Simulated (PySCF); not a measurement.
**MP2/3-21G run of Si2H5ClO2 (SMILES O[SiH2]O[SiH2]Cl)**

What is the vertical ionisation energy of Si2H5ClO2 at MP2/3-21G? The job is set up through a Python script.

The results are computed with PySCF 2.14.0.

## 1. Starting point

Si2H5ClO2: 10 atoms, total charge 0, spin state singlet. SMILES: `O[SiH2]O[SiH2]Cl`. The shape is that of a PBE0-D4/def2-TZVP optimisation. This is one conformer, not always the lowest.

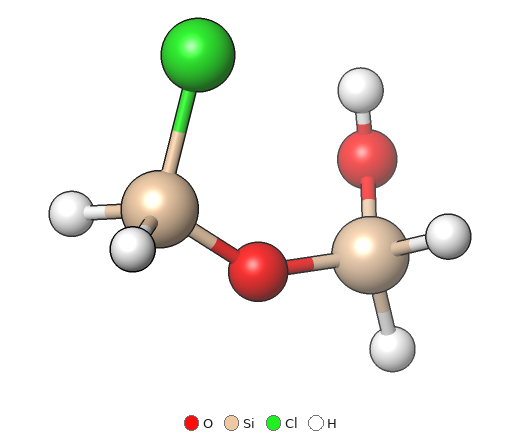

The structure, seen from a chosen angle (oxygen red, silicon light orange, chlorine green, hydrogen white).

## 2. The energy at MP2/3-21G

Input file geometry.xyz:

```xyz
10

O      1.148000     1.696900     0.313600
Si     1.400600     0.081600     0.317900
O      0.177300    -0.730000    -0.420900
Si    -1.427200    -0.715900    -0.631800
Cl    -2.294600     0.520800     0.774500
H      0.435900     2.042100     0.855400
H      2.628600    -0.149000    -0.466000
H      1.504300    -0.440800     1.702400
H     -1.970900    -2.072500    -0.421600
H     -1.777000    -0.172600    -1.960100
```

Input file job.py:

```python
from pyscf import gto, scf, mp

system = gto.M(
    atom='geometry.xyz',
    max_memory=1860,
    basis='3-21g',
    charge=0,
    spin=0,
    verbose=3,
)

mf = scf.RHF(system)
mf.conv_tol = 1e-10
mf.kernel()
if not mf.converged:
    mf = mf.newton().run(mf.mo_coeff, mf.mo_occ)

pt = mp.MP2(mf, frozen=17).run()
energy = pt.e_tot
print(f'total energy: {energy:.8f} hartree')
```

On the command line:

```bash
$ OMP_NUM_THREADS=1 python job.py
```

The log of the run:

```text
converged SCF energy = -1184.06686589551
E(RMP2) = -1184.44472075873  E_corr = -0.377854863215036
E(SCS-RMP2) = -1184.44464651343  E_corr = -0.377780617916137
total energy: -1184.44472076 hartree
```

Run time: 1.3 s. Hardware: 1 thread of Arm Neoverse V1, shared host; peak memory 0.15 GiB.

## 3. The doublet cation

Input file calc.py:

```python
from pyscf import gto, mp

molecule = gto.M(
    atom='''
O      2.169406     3.206676     0.592618
Si     2.646750     0.154202     0.600744
O      0.335048    -1.379500    -0.795386
Si    -2.697017    -1.352855    -1.193929
Cl    -4.336166     0.984169     1.463593
H      0.823732     3.859010     1.616472
H      4.967334    -0.281569    -0.880612
H      2.842715    -0.832991     3.217070
H     -3.724461    -3.916457    -0.796709
H     -3.358043    -0.326167    -3.704052
''',
    charge=1,
    unit='bohr',
    verbose=3,
    max_memory=1860,
    spin=1,
    basis='3-21g',
)

hf = molecule.UHF()
hf.conv_tol = 1e-10
hf.kernel()
if not hf.converged:
    hf = hf.newton().run(hf.mo_coeff, hf.mo_occ)

pt = mp.MP2(hf, frozen=17).run()
e_final = pt.e_tot
print('E = %.10f Eh' % e_final)
```

On the command line:

```bash
$ OMP_NUM_THREADS=1 python calc.py
```

The log of the run:

```text
converged SCF energy = -1183.66528195406  <S^2> = 0.76672388  2S+1 = 2.0166545
E(UMP2) = -1184.02381021794  E_corr = -0.358528263871616
E(SCS-UMP2) = -1184.02422480504  E_corr = -0.358942850977977
E = -1184.0238102179 Eh
```

It took 2.1 s on 1 thread of Arm Neoverse V1, shared host; peak memory 0.15 GiB.

## 4. Results

Level: MP2/3-21G, 17 core orbitals frozen.

| quantity | value |
| --- | --- |
| singlet Si2H5ClO2: total energy | -1184.44472 Eh |
| singlet Si2H5ClO2: dipole moment (Hartree–Fock density) | 1.41 D |
| singlet Si2H5ClO2: HOMO energy (Hartree–Fock orbitals) | -12.23 eV |
| singlet Si2H5ClO2: LUMO energy (Hartree–Fock orbitals) | 3.91 eV |
| singlet Si2H5ClO2: HOMO–LUMO gap (Hartree–Fock orbitals) | 16.14 eV |
| singlet Si2H5ClO2: correlation energy (17 core orbitals frozen) | -377.9 mEh |
| doublet cation: total energy | -1184.02381 Eh |
| doublet cation: HOMO energy (Hartree–Fock orbitals) (highest over α and β) | -17.49 eV |
| doublet cation: LUMO energy (Hartree–Fock orbitals) (lowest over α and β) | -8.73 eV |
| doublet cation: correlation energy (17 core orbitals frozen) | -358.5 mEh |
| doublet cation: ⟨S²⟩ of the reference determinant | 0.767 |
| vertical ionisation energy (to the doublet cation) | 11.454 eV |

What this shows: Removing an electron at fixed nuclei costs 11.45 eV (1105 kJ/mol). Mulliken charges (singlet Si2H5ClO2) of the mean-field density run from -1.06 on O3 to +1.55 on Si2. Mulliken charges (doublet cation) of the mean-field density run from -0.83 on O1 to +1.43 on Si2.
